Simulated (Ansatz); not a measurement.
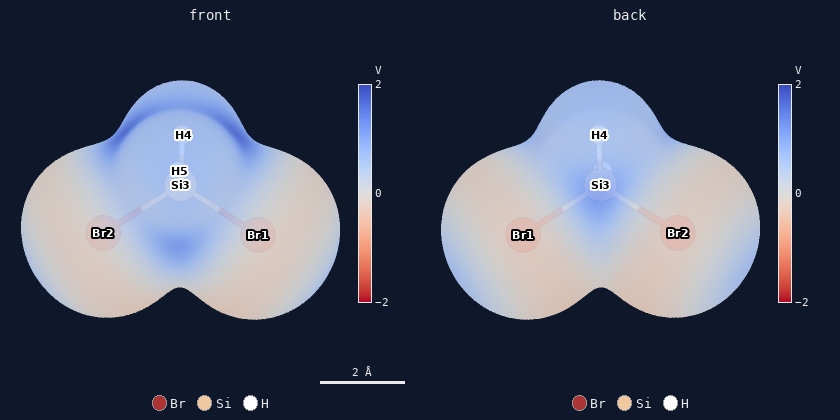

The picture shows: Br₂H₂Si (SMILES Br[SiH2]Br). The molecular electrostatic potential painted on the density surface at 0.002 e/bohr³, seen from the front and from behind; red is negative and blue positive.

Geometry: B3LYP/6-31G*.

All numbers below come from isolated molecule in a Gaussian basis; Kohn-Sham density functional theory, functional PBE0 (Ansatz 0.2.0).

Input

```
crystal:
  periodic: [false, false, false]
  atoms:
    - {symbol: Br, position_ang: [-3.381700, -2.816261, -1.457524]}
    - {symbol: Br, position_ang: [-0.110565, -2.086247, -3.025132]}
    - {symbol: Si, position_ang: [-1.559482, -1.524127, -1.420070]}
    - {symbol: H, position_ang: [-0.893254, -1.704701, -0.113731]}
    - {symbol: H, position_ang: [-1.980828, -0.126484, -1.648220]}
basis:
  gaussian:
    orbitals: def2-TZVPD
hamiltonian:
  xc: pbe0
output: {forces: true, orbitals: {seedname: orbitals}}
```

Launched as:

```sh
ansatz run input.yaml --threads 1 --pin off --max-ram 2610MiB --events-out events.jsonl --progress --plain --runs-dir runs
```

> Which sites attract a positive test charge, and which a negative one?

A positive charge is drawn to the negative regions and a negative charge to the positive ones. The most negative region (about −0.3 V) lies over Br1 and Br2, the most positive (about +1.6 V, or +37 kcal/mol for a unit charge) over Si3. Br1 shows a σ-hole: about +0.6 V, or +14 kcal/mol for a unit charge at the tip opposite its bond, against about −0.2 V on its flanks. Br2 shows a σ-hole: about +0.6 V, or +14 kcal/mol for a unit charge at the tip opposite its bond, against about −0.2 V on its flanks.

> What dipole moment does the calculation give?

Its dipole moment is 1.15 D.
